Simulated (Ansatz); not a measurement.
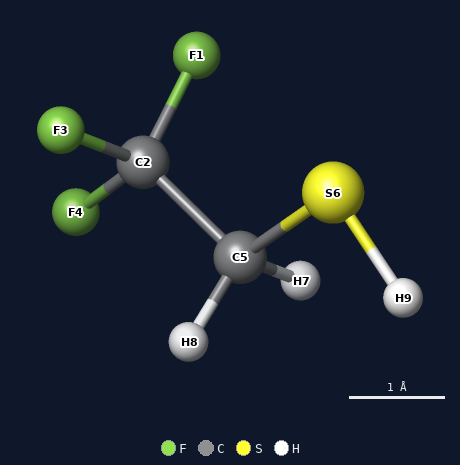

*The structure (ball-and-stick view, seen at a tilt; atoms are numbered from 1 in the order of the input).*

**Single-point calculation, with input and output: C2H3F3S**

System: C2H3F3S.
Method: RKS SPW92 (LDA)/def2-TZVPP (Ansatz 0.2.0).

The geometry comes from this level: PBE0-D4/def2-TZVP.

## The program's output
```
Functional definition: SPW92
  name "SPW92"
  cite "Dirac, Proc. Camb. Phil. Soc. 26, 376 (1930) doi:10.1017/S0305004100016108"
  cite "Slater, Phys. Rev. 81, 385 (1951) doi:10.1103/PhysRev.81.385"
  cite "Perdew & Wang, Phys. Rev. B 45, 13244 (1992) doi:10.1103/PhysRevB.45.13244"
  exchange = slater_x
  correlation = pw_c
1289 factors; their error is unknown
mean field evaluation 1: about -20999.1612 eV, gradient 5.9e1 eV
mean field evaluation 2: about -20989.6351 eV, gradient 8.4e1 eV
mean field evaluation 4: about -21005.8642 eV, gradient 4.3e0 eV
mean field evaluation 8: about -21005.9016 eV, gradient 3.2e-1 eV
mean field evaluation 16: about -21005.8770 eV, gradient 2.3e-4 eV
mean field -21005.87700188 eV, -771.9517415241 hartree, gradient 6.7e-5 eV, S^2 0.000000; 0 other end points of the search recorded, 0 dependent functions left out
reference -21005.87702903 eV, -771.9517425219 hartree; 29, 29 occupied and 210, 210 virtual orbitals, 1289 factors
Total energy: -21005.87702903 eV, -771.9517425219 hartree
```

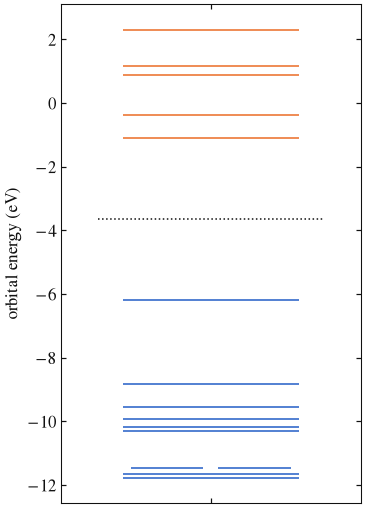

*Orbital energies near the frontier; the dotted line parts filled from empty levels, and levels within 0.02 eV of each other stand side by side.*

Highest filled −6.19 eV, lowest empty −1.10 eV, 5.09 eV apart.

The run was set up as follows.

## The input
```yaml
crystal:
  periodic: [false, false, false]
  atoms:
    - {symbol: F, position_ang: [0.194558, -1.832421, 0.561913]}
    - {symbol: C, position_ang: [0.579359, -0.853535, -0.261705]}
    - {symbol: F, position_ang: [1.848112, -0.556479, 0.031658]}
    - {symbol: F, position_ang: [0.560562, -1.346913, -1.507889]}
    - {symbol: C, position_ang: [-0.324500, 0.351403, -0.178062]}
    - {symbol: S, position_ang: [-0.326901, 1.039072, 1.498976]}
    - {symbol: H, position_ang: [-1.323903, 0.026084, -0.467034]}
    - {symbol: H, position_ang: [0.044720, 1.082478, -0.897219]}
    - {symbol: H, position_ang: [-1.163506, 2.044112, 1.202260]}
basis:
  gaussian: {orbitals: def2-TZVPP}
hamiltonian: {xc: lda}
output: {orbitals: {seedname: orbitals}}
```

Launched with:
```bash
ansatz run in.yaml --threads 4 --pin off --events-out ev --progress --plain --max-ram 10444MiB
```

## Summary

```json
{"quantity": "outcome", "value": "converged"}
{"quantity": "total energy", "value": "−21005.8770 eV"}
{"quantity": "SCF solution under orbital rotations", "value": "stable"}
{"quantity": "HOMO", "value": "−6.19 eV"}
{"quantity": "LUMO", "value": "−1.10 eV"}
{"quantity": "hardware", "value": "4 threads of AMD EPYC, 23 GiB of memory available, shared host"}
{"quantity": "wall time", "value": "1.1 s (CPU time 3.4 s)"}
{"quantity": "peak memory", "value": "0.31 GiB"}
```
